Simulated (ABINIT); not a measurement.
Band structure of GaN (F-43m, 2 atoms in the cell).

```xyz
2
Lattice="0.0000 2.2781 2.2781 2.2781 0.0000 2.2781 2.2781 2.2781 0.0000" Properties=species:S:1:pos:R:3 pbc="T T T"
Ga     0.0000     0.0000     0.0000
N      3.4171     3.4171     3.4171
```

Method of the run: PBE, PAW (JTH v2.0 PBE PAW) (plane waves; ABINIT).

Settings: pseudos = [Ga.GGA_PBE-JTH.xml, N.GGA_PBE-JTH.xml]; ecut = 52 Ry; pawecutdg = 104 Ry; pawxcdev = 0; occopt = 1; ngkpt = 6 6 6; nshiftk = 1; shiftk = 0 0 0; potentials = JTH v2.0 PBE PAW; kptopt = 1; nstep = 60; tolvrs1 = 1e-12; diemac = 4.

The starting cell comes from a database of computed structures (which also holds hypothetical and non-ambient phases and stackings), without a prior relaxation at this level. Its lattice was rescaled by a random factor within 2.5 % of one.

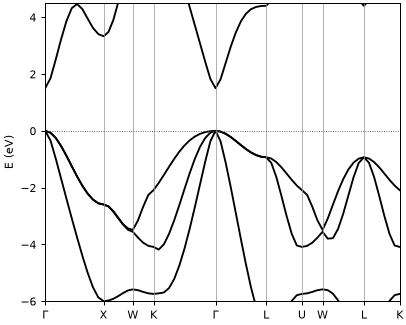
Figure. Bands along the path, energies from the top of the valence band on the SCF mesh.

### Question
Read off roughly the gap and where its edges lie.

### Answer
The gap along the path is about 1.5 eV (computed: 1.50 eV), direct at Γ to within 0.01 eV.

Levels in eV from the top of the valence band on the SCF mesh, bands 6 to 12:
```csv
point,6,7,8,9,10,11,12
Γ,-13.15,0.00,0.00,0.00,1.50,10.09,10.09
X,-11.46,-6.00,-2.60,-2.60,3.33,6.45,11.47
W,-11.21,-5.58,-3.55,-3.49,6.14,8.04,10.00
K,-11.32,-5.74,-4.09,-2.09,4.93,7.59,10.84
L,-11.89,-6.83,-0.93,-0.93,4.40,8.55,10.18
U,-11.32,-5.74,-4.09,-2.09,4.93,7.59,10.84
```
